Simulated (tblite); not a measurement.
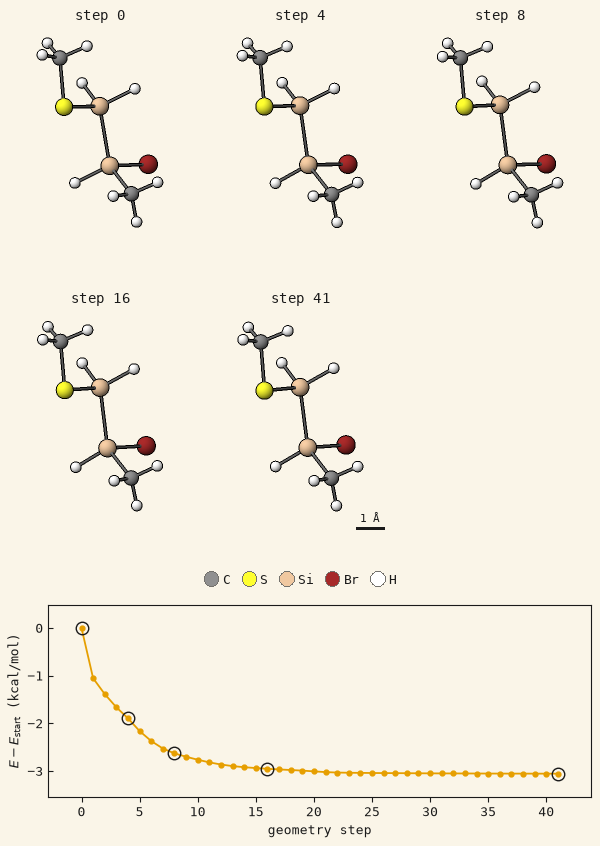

Frames of a relaxation of C₂H₉BrSSi₂, marked on the history of the run. The picture is a ball-and-stick view, seen from a free direction.

All numbers below come from tblite 0.8.0, GFN2-xTB geometry optimisation, gas phase. 

Q: Describe the path.

A: After 41 geometry steps the energy has fallen by 3.05 kcal/mol. The largest move after the best rigid fit is that of an H atom, 0.14 Å. Largest moves by element: H 0.14 Å, Br 0.13 Å, Si 0.12 Å, C 0.07 Å, S 0.05 Å. Near-neighbour distances that change, for instance: C–Si 1.841 → 1.897 Å, H–Si 1.482 → 1.466 Å, Si–Si 2.318 → 2.303 Å, S–Si 2.157 → 2.145 Å. Among the angles between lasting bonds that change: Si–Si–H 111.1° → 117.4°, S–Si–Si 110.6° → 104.5°, Br–Si–H 107.2° → 102.0°. The run took 0.37 s on 1 thread of Arm Neoverse V1 (shared host). From step 0 to 4: a Si atom moves most (0.06 Å), energy −1.89 kcal/mol. From step 4 to 8: the Br atom moves most (0.06 Å), energy −0.74 kcal/mol. From step 8 to 16: an H atom moves most (0.06 Å), energy −0.32 kcal/mol. From step 16 to 41: an H atom moves most (0.05 Å), energy −0.10 kcal/mol.
